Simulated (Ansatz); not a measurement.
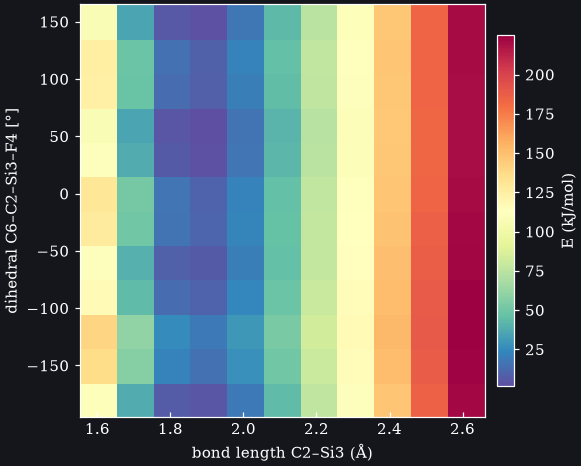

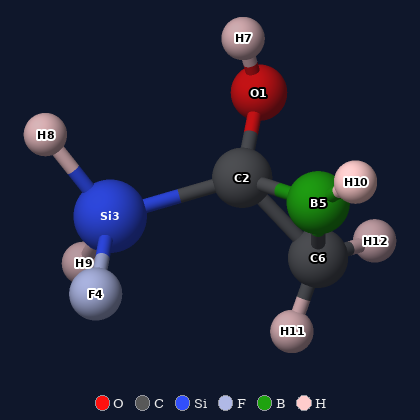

Energy landscape of C2H6BFOSi, SMILES OC1([SiH2]F)BC1. Coordinates scanned: (1) bond length C2–Si3; (2) dihedral C6–C2–Si3–F4. Nothing is relaxed (all other coordinates rigid). The scan uses an 11 × 12 grid. Energies: kJ/mol, counted from the relaxed molecule at the same level. Energies and slopes of some neighbouring points disagree (a jump in structure or state, or too coarse a mesh). The calculation used RHF/def2-SVP (Ansatz 0.2.0).

In the figure: one coloured cell a grid point. The second picture is the structure at the lowest point.

What does the map say about the system?

The lowest grid point is at bond length C2–Si3 = 1.905 Å, dihedral C6–C2–Si3–F4 = 60°, 1.6 kJ/mol from the relaxed molecule at the same level. Other grid points that lie below all their neighbours: bond length C2–Si3 = 1.905 Å, dihedral C6–C2–Si3–F4 = 150° (1.0 kJ/mol higher); bond length C2–Si3 = 1.905 Å, dihedral C6–C2–Si3–F4 = −60° (4.6 kJ/mol higher). The highest grid point, bond length C2–Si3 = 2.610 Å, dihedral C6–C2–Si3–F4 = −120°, lies 223 kJ/mol above the lowest.

Grid values (kJ/mol):

```csv
"dihedral C6–C2–Si3–F4 ↓, bond length C2–Si3 →",1.603,1.704,1.804,1.905,2.006,2.106,2.207,2.308,2.408,2.509,2.610
150,107,35,6,3,17,43,75,110,147,184,221
120,125,48,15,9,22,46,77,112,148,185,221
90,124,47,14,8,21,45,76,111,147,184,220
60,107,35,5,2,16,41,74,109,146,183,220
30,111,37,7,3,17,42,74,110,146,184,220
0,130,51,17,10,22,46,77,112,148,185,221
−30,128,50,16,11,23,47,78,113,149,186,222
−60,111,39,9,6,21,46,78,113,150,187,223
−90,117,44,13,10,24,48,80,115,152,188,224
−120,140,61,25,18,30,53,83,117,153,189,225
−150,136,57,22,16,27,50,81,115,151,188,224
−180,110,38,7,4,19,44,76,111,148,185,221
```

The input of one point:

```yaml
crystal:
  periodic: [false, false, false]
  atoms:
    - { symbol: O, position_ang: [-0.862689, -0.391248, -1.467453] }
    - { symbol: C, position_ang: [-0.126772, 0.036278, -0.342943] }
    - { symbol: Si, position_ang: [-0.738599, -0.719382, 1.295249] }
    - { symbol: F, position_ang: [-0.12399, 0.149362, 2.513659] }
    - { symbol: B, position_ang: [0.621684, 1.387552, -0.491433] }
    - { symbol: C, position_ang: [1.402295, 0.079724, -0.567667] }
    - { symbol: H, position_ang: [-1.662716, 0.108779, -1.527527] }
    - { symbol: H, position_ang: [-2.205254, -0.649928, 1.41794] }
    - { symbol: H, position_ang: [-0.262969, -2.110253, 1.442716] }
    - { symbol: H, position_ang: [0.557369, 2.564016, -0.63057] }
    - { symbol: H, position_ang: [2.035675, -0.273277, 0.241722] }
    - { symbol: H, position_ang: [1.745771, -0.241787, -1.54814] }
basis:
  gaussian: { orbitals: def2-SVP }
hamiltonian:
  xc: hf
output:
  forces: true
```

Time for the 132 points that were run: 7.6 min on 1 thread of Arm Neoverse V2, with other jobs on the host.
